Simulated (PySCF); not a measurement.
A series of calculations on BSiH5O and related structures

### Relaxation

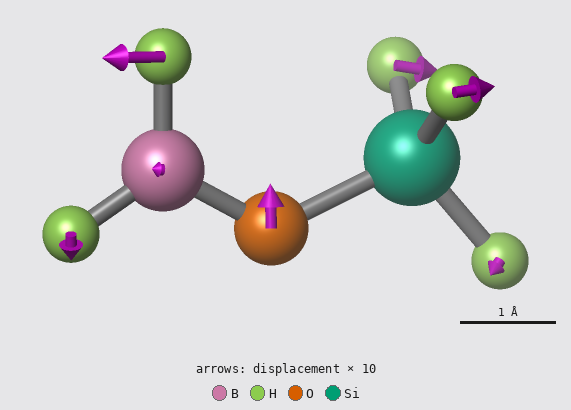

A relaxation of BSiH5O. The starting structure is drawn; purple arrows show the displacements, 10 times their true length. The two geometries are superimposed by the best rigid fit.

A ball-and-stick model, seen at a tilt.

It is one of the separated products of a reaction.

The calculation used PySCF, RKS PBE0-D4/def2-TZVP, density fitting. 

### Describe the change and its energy.

The energy falls by 0.30 kcal/mol in 5 geometry steps. The atom that moves furthest after the best rigid fit is an H atom (0.075 Å). Largest moves by element: H 0.075 Å, O 0.047 Å, B 0.013 Å, Si 0.004 Å. Among the contacts that change: O–Si 1.684 → 1.662 Å, B–O 1.358 → 1.348 Å. Bond angles that change, for instance: B–O–Si 126.4° → 129.8°. Cost: 31 s on 4 threads of Arm Neoverse V1 (shared host).

### Relaxation

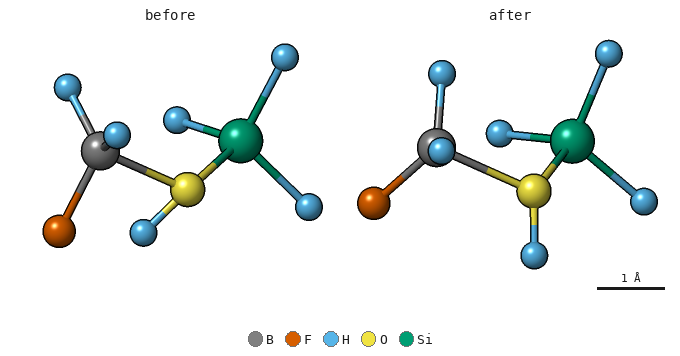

The structure of BSiH6OF (started from a transition state, displaced along its imaginary mode) before (left) and after (right) a relaxation, at one scale.

A ball-and-stick model, seen from a free direction.

Computed with RKS PBE0-D4/def2-TZVP, density fitting in PySCF 2.14.0. 

**What changed between the two?**

Over 32 geometry steps the energy falls by 89.3 kJ/mol. The largest move after the best rigid fit is that of an H atom, 0.87 Å. By element the largest moves are H 0.87 Å, F 0.67 Å, O 0.15 Å, B 0.13 Å, Si 0.13 Å. Near-neighbour distances that change, for instance: B–O 1.611 → 1.681 Å, B–H 1.267 → 1.220 Å, B–H 1.162 → 1.205 Å, H–O 0.928 → 0.963 Å. Among the angles between lasting bonds that change: B–O–H 73.7° → 111.8°, F–B–O 87.0° → 103.1°, B–O–Si 125.8° → 112.6°. Groups turn about B–O by about 40°.

### Reaction

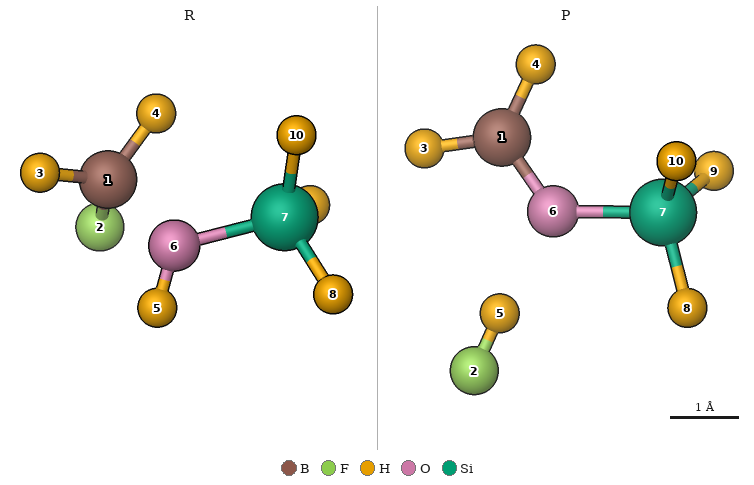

Reactant (R) and product (P) of one elementary step of BSiH6OF. The picture is a ball-and-stick view, seen from a free direction.

Stationary points at PBE0-D4/def2-TZVP, single-point energies with CCSD(T)/CBS, wB97M-V, PBE-D4 (def2-TZVPP where no basis is named; PySCF 2.14.0). The energies are electronic, without zero-point or thermal terms, and both ends are the relaxed geometries reached downhill from the saddle, with any fragments still in contact. CCSD(T)/CBS stands for a frozen-core estimate: MP2 correlation extrapolated from def2-TZVPP and def2-QZVPP, CCSD(T) minus MP2 from the smaller set.

R:
```xyz
10

B    -1.4445    0.0498   -0.1897
F    -1.6577   -1.1579   -0.8117
H    -2.2878    0.3734    0.6078
H    -0.9959    0.9242   -0.9131
H    -0.1306   -1.0928    1.1974
O    -0.0827   -0.2409    0.7510
Si    1.3607    0.2054   -0.0331
H     2.4337   -0.4218    0.7778
H     1.3729   -0.3156   -1.4137
H     1.4321    1.6761    0.0275
```

P:
```xyz
10

B    -1.3101    0.6908   -0.4201
F    -0.9202   -2.3189    1.3230
H    -2.4270    0.3190   -0.2180
H    -1.0586    1.7070   -1.0093
H    -0.7376   -1.5215    0.8675
O    -0.2914   -0.0796    0.0417
Si    1.3545    0.2413   -0.1172
H     2.0514   -0.8656    0.5682
H     1.6929    0.2826   -1.5581
H     1.6461    1.5450    0.5224
```

Q: What is the transition state like, and how high is the barrier?

A: Counted by bonded pieces, R holds BH₂F + SiH₄O and P holds HF + SiBH₅O. From R over the saddle to P, bonds form: B1–O6 (1.68 → 1.51 → 1.36 Å), F2–H5 (2.52 → 1.10 → 0.94 Å). Bonds break: B1–F2 (1.38 → 1.64 → 3.50 Å), H5–O6 (0.96 → 1.28 → 1.72 Å). The saddle has one imaginary mode, 874i cm⁻¹. The end P keeps a soft imaginary mode of 52i cm⁻¹, so it isn't quite a minimum. With CCSD(T)/CBS the barrier is 0.91 eV from R and 0.82 eV from P, and P lies 0.09 eV above R.

```tsv
level	barrier from R (eV)	barrier from P (eV)	P less R (eV)
CCSD(T)/CBS	0.91	0.82	0.09
wB97M-V	0.90	0.71	0.19
PBE-D4	0.76	0.57	0.19
```

Against CCSD(T)/CBS, wB97M-V comes closest on the barrier from R (−0.01 eV) and PBE-D4 misses most (−0.16 eV).

Saddle geometry:

```xyz
10

B    -1.3586    0.1745   -0.0538
F    -1.6545   -1.4340   -0.0956
H    -2.1452    0.6554    0.7046
H    -1.2814    0.5597   -1.1870
H    -0.6571   -1.2897    0.3478
O    -0.0399   -0.1883    0.5748
Si    1.4650    0.2837    0.0330
H     2.4579   -0.4241    0.8726
H     1.6312   -0.0879   -1.3940
H     1.5826    1.7506    0.1977
```

The saddle point in the same view, with dashed sticks for the bonds that form or break:

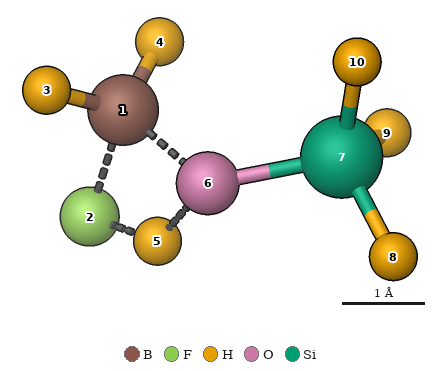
